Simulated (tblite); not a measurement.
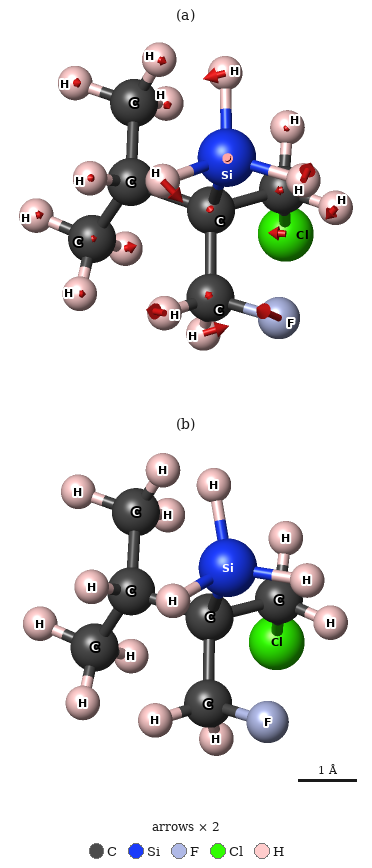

The structure of C$_{6}$H$_{14}$ClFSi before (top) and after (bottom) a relaxation, at one scale. The red arrows give the displacements, 2 times their true length.

Style: ball-and-stick. Shown from a free direction.

The calculation used GFN2-xTB geometry optimisation, gas phase in tblite 0.8.0. 

### Summarise the run.

After 87 geometry steps the energy has fallen by 0.276 eV. The atom that moves furthest after the best rigid fit is the F atom (0.37 Å). By element the largest moves are F 0.37 Å, H 0.26 Å, Cl 0.16 Å, Si 0.09 Å, C 0.08 Å. Some distances before and after: C–Si 2.062 → 1.937 Å, C–C 1.589 → 1.549 Å, H–Si 1.486 → 1.457 Å, C–C 1.554 → 1.526 Å. Bond angles that change, for instance: C–C–H 103.9° → 106.8°, H–C–H 107.9° → 110.2°, C–C–Si 107.7° → 110.0°.
